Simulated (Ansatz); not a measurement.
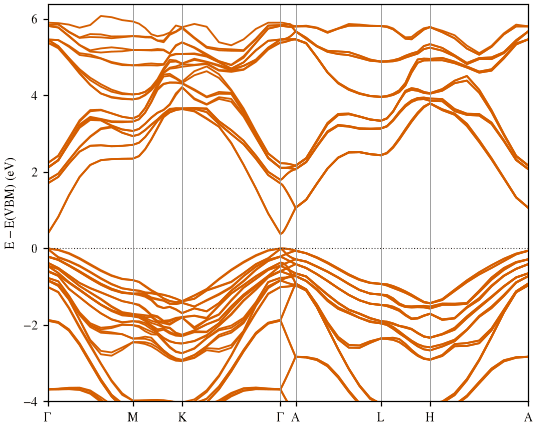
Band structure from plane-wave PAW PBEsol with spin–orbit coupling (Ansatz code)

### Question
Read off the gap and where the band edges lie.

### Answer
About 0.4 eV (0.38 eV by a search for the band edges); maximum at Γ, minimum at Γ.

The material is CdSe in space group P6_3mc (No. 186; Pearson symbol hP12).

A made-up cell: these elements were put on the sites of a structure type. Its sites differ from those of the usual phase in this space group: another stacking or structure type. Symmetry was held in the PBEsol relaxation; its stability against distortions is not shown here.

Potentials: the later of the program's two PAW sets.
